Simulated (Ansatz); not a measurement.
# BN, response to strain

The reference is BN in the h-BN type structure (space group P6_3/mmc, No. 194; a = 2.500 Å, c = 6.525 Å; layered, stacked along the Cartesian z axis). Axes: x lies along a and z along c of the hexagonal cell.

Strains are applied to the cell and any free atomic positions relax; under biaxial strain the out-of-plane vector relaxes too.

Method: Ansatz (a first-principles code), r2SCAN+rVV10, PAW, cutoff 500 eV, no spin-orbit coupling, earlier PAW set.

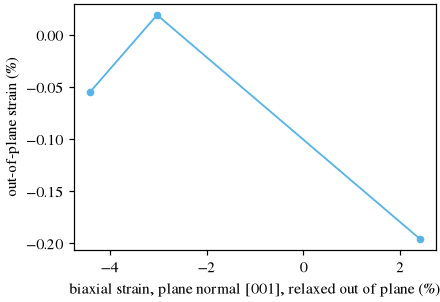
Fig. 1. Out-of-plane strain against biaxial strain, plane normal [001], relaxed out of plane

| biaxial strain, plane normal [001], relaxed out of plane (%) | out-of-plane strain |
|---|---|
| -4.4 | -0.05 % |
| -3.02 | +0.02 % |
| 2.4 | -0.20 % |

Stability against distortions was not tested.
